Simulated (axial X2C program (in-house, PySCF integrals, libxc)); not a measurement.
# CoN: from the state search to constants, part 2 of 2

Computed with an in-house X2C program for linear molecules on PySCF integrals; all-electron X2C, Co dyall-cv3z, N dyall-av3z. The steps go on from the part before.

**9. PBE0, 2c**

State followed: Ω = 4 (excess of +ω over −ω: ω = 3/2, ω = 5/2). The scan is laid around 1.615 Å, a first estimate of the minimum, and this SCF restarts from the orbitals of the search.

Output at 1.615 Å:

```text
two-component X2C + atomic mean field  PBE0
basis functions 165  fitting functions 888  grid points 5075
iter        total energy     max residual
   1      -1446.592317666     1.49e+00
   2      -1447.316042692     2.74e-02
   3      -1447.270029070     9.75e-02
   4      -1447.314224646     3.34e-02
   5      -1447.322942218     6.45e-03
   6      -1447.323249892     6.15e-04
   7      -1447.323255940     3.27e-04
   8      -1447.323259159     1.72e-04
   9      -1447.323259832     5.14e-05
  10      -1447.323259956     1.85e-05
  11      -1447.323259979     1.56e-05
  12      -1447.323259987     9.39e-06
  13      -1447.323259990     5.07e-06
  14      -1447.323259990     1.42e-06
converged
one-electron -2126.09034451  Coulomb 683.74649697  exact exchange -16.23915431  xc functional -50.27048434  nuclear repulsion 61.92847855  atomic mean-field constant -0.39825235
```

Along the bond, energies from the lowest point:

| R (Å) | E (eV) | μ (D) | HOMO (eV) | LUMO (eV) | iterations |
| --- | --- | --- | --- | --- | --- |
| 1.405 | 0.8047 | -3.21 | -6.58 | -3.07 | 16 |
| 1.470 | 0.3052 | -3.59 | -6.62 | -3.08 | 16 |
| 1.518 | 0.1092 | -3.83 | -6.65 | -3.06 | 17 |
| 1.567 | 0.0187 | -4.03 | -6.69 | -3.00 | 16 |
| 1.615 | 0.0000 | -4.18 | -6.73 | -2.92 | 14 |
| 1.671 | 0.0382 | -4.31 | -6.78 | -2.81 | 16 |
| 1.728 | 0.1196 | -4.42 | -6.78 | -2.72 | 15 |
| 1.801 | 0.2653 | -4.52 | -6.65 | -2.66 | 15 |
| 1.889 | 0.4813 | -4.60 | -6.37 | -2.71 | 16 |
| 2.019 | 0.8290 | -4.68 | -6.05 | -2.78 | 16 |

Dipoles are positive if N is the positive end.

Outer spinors at the reference distance:

```csv
ω,occupied,ε (eV),atomic character,λ mixture
1/2,yes,-20.66,"71% N s, 12% Co d, 9% Co p",100% σ
-1/2,yes,-18.51,"69% N s, 12% Co d, 10% Co p",100% σ
-1/2,yes,-10.71,"76% Co d, 23% N p",100% π
3/2,yes,-10.66,"75% Co d, 23% N p",100% π
1/2,yes,-10.32,"68% Co d, 22% N p, 7% N s",100% σ
-3/2,yes,-9.74,99% Co d,100% δ
5/2,yes,-9.60,99% Co d,100% δ
-1/2,yes,-8.01,"59% N p, 28% Co d, 8% N s",100% σ
1/2,yes,-7.85,"74% Co d, 23% N p",100% π
-3/2,yes,-7.56,"70% Co d, 28% N p",100% π
3/2,yes,-7.39,99% Co d,100% δ
1/2,yes,-6.85,"46% N p, 36% Co s, 10% Co d",100% σ
-1/2,yes,-6.77,"64% N p, 24% Co d, 11% Co p",100% π
3/2,yes,-6.73,"63% N p, 25% Co d, 11% Co p",100% π
-1/2,no,-2.92,"50% Co s, 21% Co d, 14% N p",100% σ
1/2,no,-2.48,"35% Co p, 26% N p, 24% Co s",100% σ
1/2,no,-1.83,"53% N p, 25% Co p, 22% Co d",100% π
-3/2,no,-1.71,"49% N p, 25% Co d, 25% Co p",100% π
```

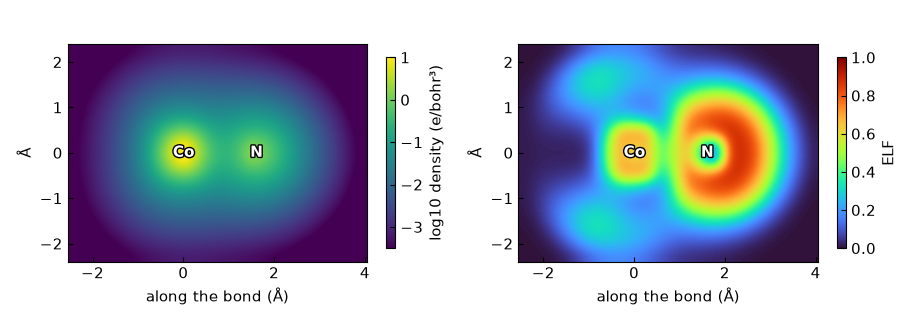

PBE0 fields in a plane through the axis, from a grid of 0.3 Å; Co lies at z = 0 and N at z = 1.615 Å; the ELF is damped to zero where the density is low.

Re = 1.606 Å, ωe = 724 cm⁻¹, Be = 0.5773 cm⁻¹, De = 2.30 eV, μ = -4.16 D.

**10. HF, 2c**

The SCF at the reference distance of 1.615 Å:

```text
two-component X2C + atomic mean field  HF
basis functions 165  fitting functions 888  grid points 5075
iter        total energy     max residual
   1      -1445.770238582     1.20e-01
   2      -1445.812144435     3.38e-02
   3      -1445.825542042     1.95e-02
   4      -1445.831311263     2.61e-02
   5      -1445.838317499     1.55e-02
   6      -1445.841896705     5.30e-03
   7      -1445.842789598     2.38e-03
   8      -1445.842993168     1.81e-03
   9      -1445.843135120     1.77e-03
  10      -1445.843248435     1.90e-03
  11      -1445.843225364     1.89e-03
  12      -1445.842761754     1.42e-03
  13      -1445.842677364     1.10e-03
  14      -1445.842641992     3.82e-04
  15      -1445.842651659     2.26e-04
  16      -1445.842650010     1.17e-04
  17      -1445.842651928     1.21e-04
  18      -1445.842654301     1.10e-04
  19      -1445.842654780     3.55e-05
  20      -1445.842654800     1.57e-05
  21      -1445.842654802     1.27e-05
  22      -1445.842654804     9.96e-06
  23      -1445.770238582     2.28e-01
  24      -1445.812332379     3.42e-02
  25      -1445.830751984     8.65e-02
  26      -1445.834869318     5.72e-02
  27      -1445.841359526     8.12e-03
  28      -1445.842601448     6.62e-03
  29      -1445.842944404     5.64e-03
  30      -1445.843158997     2.24e-03
  31      -1445.843396677     4.38e-03
  32      -1445.843871947     1.09e-02
  33      -1445.844187888     9.09e-03
  34      -1445.844586795     1.54e-03
  35      -1445.844632426     9.51e-04
  36      -1445.844667134     7.11e-04
  37      -1445.844679020     4.79e-04
  38      -1445.844690354     4.70e-04
  39      -1445.844693351     2.57e-04
  40      -1445.844694131     5.31e-05
  41      -1445.844694329     4.34e-05
  42      -1445.844694444     4.25e-05
  43      -1445.844694523     3.31e-05
  44      -1445.844694597     3.98e-05
  45      -1445.844694663     4.24e-05
  46      -1445.844694726     3.96e-05
  47      -1445.844694789     3.05e-05
  48      -1445.844694845     1.85e-05
  49      -1445.844694878     1.66e-05
  50      -1445.844694887     6.94e-06
  51      -1445.844694890     6.00e-06
  52      -1445.844694890     4.97e-06
  53      -1445.844694891     3.65e-06
  54      -1445.844694892     2.42e-06
converged
one-electron -2128.19230367  Coulomb 686.12272644  exact exchange -65.30534386  xc functional 0.00000000  nuclear repulsion 61.92847855  atomic mean-field constant -0.39825235
```

No constants are quoted: the lowest point is the long end of the scan.

**11. TPSSh, 2c**

Output at 1.615 Å:

```text
two-component X2C + atomic mean field  TPSSh
basis functions 165  fitting functions 888  grid points 5075
iter        total energy     max residual
   1      -1447.642402501     2.80e-02
   2      -1447.641817362     1.96e-02
   3      -1447.600788531     7.98e-02
   4      -1447.643579867     9.92e-03
   5      -1447.644421444     2.08e-03
   6      -1447.644470787     7.91e-04
   7      -1447.644488423     4.21e-04
   8      -1447.644494878     1.63e-04
   9      -1447.644496030     6.27e-05
  10      -1447.644496116     7.13e-06
  11      -1447.644496118     1.69e-05
converged
one-electron -2125.74700866  Coulomb 683.37857362  exact exchange -6.49112664  xc functional -60.31516065  nuclear repulsion 61.92847855  atomic mean-field constant -0.39825235
```

Re = 1.605 Å, ωe = 795 cm⁻¹, ωexe = 9.06 cm⁻¹, Be = 0.5784 cm⁻¹, De = 2.99 eV, μ = -3.90 D.

**12. MP2 and beyond, 2c**

Correlated methods: 14 electrons correlated (frozen shells, counted by type: Co 3 s, 2 p; N 1 s), 250 virtual spinors in MP2, 90 natural virtuals in coupled cluster.

Output of the correlated part at 1.615 Å:

```text
correlated 14  virtual 250  natural virtual 90  E(MP2) -0.536297794  MP2 remainder -0.045335768
iter   CCSD correlation   residual
   1     -0.436999778   2.61e-01
   2     -0.464722393   1.67e-01
   3     -0.477167423   7.59e-02
   4     -0.484853322   5.33e-02
   5     -0.490745594   3.23e-02
   6     -0.492714147   1.47e-02
   7     -0.493150422   7.58e-03
   8     -0.493548843   3.38e-03
   9     -0.493568259   1.64e-03
  10     -0.493612033   9.46e-04
  11     -0.493634243   4.76e-04
  12     -0.493636954   2.73e-04
  13     -0.493646817   1.51e-04
  14     -0.493642302   8.32e-05
  15     -0.493639546   4.65e-05
  16     -0.493636811   2.87e-05
  17     -0.493633530   1.77e-05
  18     -0.493632457   1.04e-05
  19     -0.493631548   6.29e-06
  20     -0.493631388   3.27e-06
  21     -0.493631344   2.19e-06
  22     -0.493631258   1.58e-06
  23     -0.493631270   1.05e-06
(T) -0.028954691  T1 0.1244  D1 0.2624  max T2 0.092
```

MP2: No constants are quoted: the dipole of the HF reference doesn't run smoothly along the scan, a sign that its character may change, so the fit is set aside.

CCSD: No constants are quoted: the dipole of the HF reference doesn't run smoothly along the scan, a sign that its character may change, so the fit is set aside.

CCSD(T): No constants are quoted: the dipole of the HF reference doesn't run smoothly along the scan, a sign that its character may change, so the fit is set aside.

**13. A higher determinant, 2c**

State: Ω = 3 (excess of +ω over −ω: ω = 1/2, ω = 5/2).

Output at the reference distance:

```text
two-component X2C + atomic mean field  PBE0
basis functions 165  fitting functions 888  grid points 5075
iter        total energy     max residual
   1      -1446.539080089     1.47e+00
   2      -1447.295312328     3.08e-02
   3      -1447.223815556     1.19e-01
   4      -1447.299239963     1.92e-02
   5      -1447.303583404     6.04e-03
   6      -1447.303861533     2.92e-04
   7      -1447.303863371     1.11e-04
   8      -1447.303863818     1.33e-04
   9      -1447.303864118     1.54e-05
  10      -1447.303864146     8.81e-06
  11      -1447.303864153     4.60e-06
  12      -1447.303864157     4.23e-06
  13      -1447.303864159     1.50e-06
converged
one-electron -2125.60319008  Coulomb 683.23322464  exact exchange -16.23664409  xc functional -50.22748083  nuclear repulsion 61.92847855  atomic mean-field constant -0.39825235
```

| R (Å) | E above the lowest PBE0 point (eV) |
| --- | --- |
| 1.405 | 1.734 |
| 1.470 | 1.140 |
| 1.518 | 0.849 |
| 1.567 | 0.652 |
| 1.615 | 0.528 |
| 1.671 | 0.455 |
| 1.728 | 0.441 |
| 1.801 | 0.489 |
| 1.889 | 0.614 |

Re = 1.714 Å, ωe = 602 cm⁻¹, ωexe = 3.92 cm⁻¹, Be = 0.5069 cm⁻¹, μ = -3.24 D. Te = 0.44 eV. As a difference of two determinants it need not be a gap between pure terms.

**14. The 2c curves together**

Energy (eV) of the followed determinant, 2c, from each level's lowest point:

| R (Å) | PBE0 | HF (dipole not smooth) | MP2 (HF's dipole not smooth) | CCSD (HF's dipole not smooth) | CCSD(T) (HF's dipole not smooth) | TPSSh |
| --- | --- | --- | --- | --- | --- | --- |
| 1.405 | 0.805 | 2.187 | 2.054 | n/a | n/a | 0.884 |
| 1.470 | 0.305 | 1.197 | 1.989 | 0.583 | 0.631 | 0.342 |
| 1.518 | 0.109 | 0.615 | 1.913 | 0.430 | 0.475 | 0.123 |
| 1.567 | 0.019 | 1.213 | 0.000 | 0.000 | 0.000 | 0.020 |
| 1.615 | 0.000 | 0.872 | 0.110 | 0.034 | 0.046 | 0.000 |
| 1.671 | 0.038 | 0.557 | 0.170 | 0.122 | 0.175 | 0.048 |
| 1.728 | 0.120 | 0.324 | 0.231 | 0.235 | 0.342 | 0.146 |
| 1.801 | 0.265 | 0.125 | 0.327 | 0.382 | 0.556 | 0.318 |
| 1.889 | 0.481 | 0.006 | 0.472 | n/a | n/a | 0.568 |
| 2.019 | 0.829 | 0.000 | 0.728 | n/a | n/a | 0.964 |

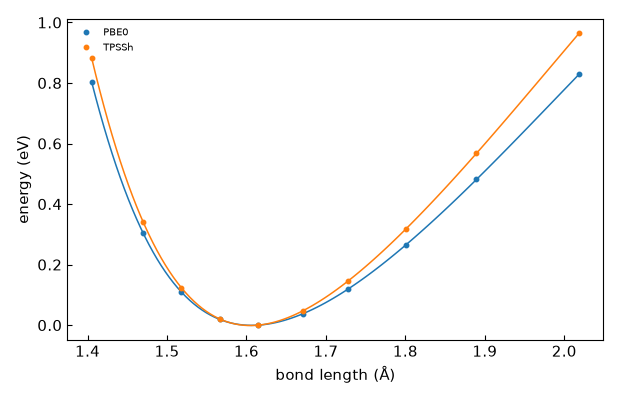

Curves of the followed state, 2c, each from its own lowest point. Left out: HF, MP2, CCSD, CCSD(T).

The whole job took 6.9 min on 1 thread of Arm Neoverse V2, shared host; peak memory 0.87 GiB.

**15. What came out**

What follows sums up all 2 parts.

Lowest determinant that the search found at its distance, spin-free: M_S = 2, Λ = 2 (beyond closed shells: σα, π+α, π-α, δ+α, δ+β, δ-α).

Lowest determinant that the search found at its distance, 2c: Ω = 4 (excess of +ω over −ω: ω = 3/2, ω = 5/2).

```csv
Hamiltonian,level,Re (Å),ωe (cm⁻¹),De (eV),μ (D)
spin-free,PBE0,1.606,724,2.30,-4.16
spin-free,TPSSh,1.605,795,2.92,-3.90
2c,PBE0,1.606,724,2.30,-4.16
2c,TPSSh,1.605,795,2.99,-3.90
```

Dipoles are positive if N is the positive end. No constants: spin-free HF (the lowest point is the long end of the scan); spin-free MP2 (the dipole of the HF reference doesn't run smoothly along the scan, a sign that its character may change, so the fit is set aside); spin-free CCSD (the dipole of the HF reference doesn't run smoothly along the scan, a sign that its character may change, so the fit is set aside); spin-free CCSD(T) (the dipole of the HF reference doesn't run smoothly along the scan, a sign that its character may change, so the fit is set aside); 2c HF (the lowest point is the long end of the scan); 2c MP2 (the dipole of the HF reference doesn't run smoothly along the scan, a sign that its character may change, so the fit is set aside); 2c CCSD (the dipole of the HF reference doesn't run smoothly along the scan, a sign that its character may change, so the fit is set aside); 2c CCSD(T) (the dipole of the HF reference doesn't run smoothly along the scan, a sign that its character may change, so the fit is set aside).

Time per point (s) on 1 thread of Arm Neoverse V2, shared host (2c runs); the times are rough: PBE0 0.58, TPSSh 0.96.

**Reading.** At PBE0, going from spin-free to two-component changes Re by 0 mÅ, ωe by 0.0 %, which is small (part of it comes from the scalar share of the two-electron terms). De moves by 0.00 eV; both De rest on single-determinant atoms, which can miss part of an open shell's spin–orbit lowering.

De refers to Co + N, each in the lowest determinant found, which need not be this curve's own limit. Each curve is one determinant whose occupation by symmetry is held fixed; it was picked as the lowest of a PBE0 search that is not exhaustive. De is counted from the lowest determinant-based energies of the atoms at the same level, without counterpoise correction. Density functionals use the spin component along the axis (collinear). The meta-GGAs lack a current-density term, which matters for open shells with orbital currents, atoms included. With several unpaired electrons one determinant need not be a pure state.
